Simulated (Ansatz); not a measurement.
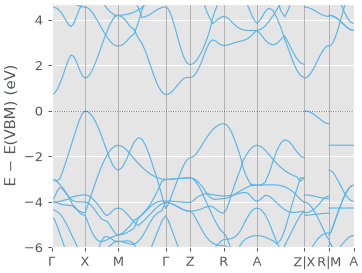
Figure. Band structure from PBEsol (plane waves, PAW; program Ansatz)

Q: Read off the gap and where the band edges lie.

A: About 0.7 eV (0.71 eV by a search for the band edges); maximum at X, minimum at Γ.

The material is SiSnO3 in space group P4mm (No. 99; Si on 1b, Sn on 1a, O on 1b, O on 2c).

The cell is a constructed one: a structure type filled with these elements; neither database checked (COD, Materials Project) lists it. Whether it is the stable phase at ambient conditions was not checked. Symmetry was held in the PBEsol relaxation; whether a distortion lowers the energy is not shown. Scalar-relativistic: spin–orbit coupling is off unless named, which matters more the heavier the elements.

Potentials: the earlier of the program's two PAW sets. The files were generated under PBE; for other functionals the program regenerates the frozen cores, and for LDA and PBEsol the local potential too.
